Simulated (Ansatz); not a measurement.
```sh
ansatz run in.yaml --threads 8 --pin off --events-out ev --progress --plain --max-ram 19148MiB
```

```yaml
crystal:
  periodic: [false, false, false]
  atoms:
    - {symbol: Si, position_ang: [-1.313487, 0.130443, -0.157182]}
    - {symbol: H, position_ang: [-1.454802, -1.309328, -0.506766]}
    - {symbol: H, position_ang: [-2.631867, 0.771480, -0.462028]}
    - {symbol: Si, position_ang: [0.317860, 1.151179, -1.490157]}
    - {symbol: N, position_ang: [-0.807756, 0.214212, 1.489222]}
    - {symbol: H, position_ang: [1.598973, 0.396008, -1.452425]}
    - {symbol: H, position_ang: [-0.145964, 1.237580, -2.902115]}
    - {symbol: H, position_ang: [0.580706, 2.535796, -1.004216]}
    - {symbol: H, position_ang: [-0.515956, 1.097346, 1.876074]}
    - {symbol: H, position_ang: [-1.282922, -0.338746, 2.184994]}
basis:
  gaussian: {orbitals: def2-TZVPP}
hamiltonian: {xc: {name: PBE-QIDH}}
```

What structure does this define?

It has 10 atoms: 7 hydrogen, 1 nitrogen and 2 silicon (H₇NSi₂). The point group is C1. Coordination, clear cases only: 2 Si tetrahedral.

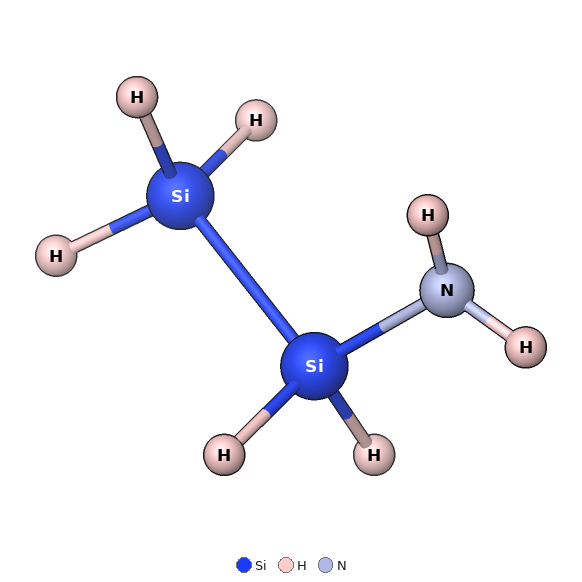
